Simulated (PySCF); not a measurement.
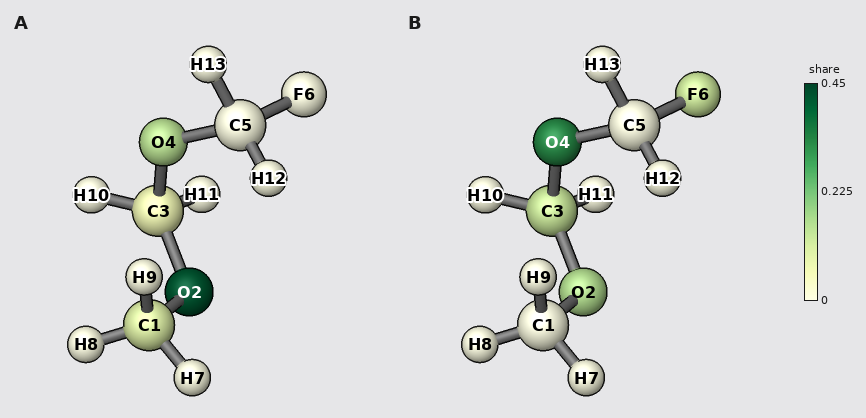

Each panel colours the atoms by their Löwdin share in one orbital (up to four of the largest shares; other atoms are shown as zero). Geometry: a frame of a GFN2-xTB molecular-dynamics simulation, not a minimum. Computed with PBE0/def2-SVPD (PySCF 2.14.0).

> The panels show the HOMO−2, HOMO, in some order. Which is which?

A: HOMO, −8.23 eV; O2 0.42, O4 0.15, C1 0.10, C3 0.06
B: HOMO−2, −9.40 eV; O4 0.33, O2 0.16, C3 0.13, F6 0.12
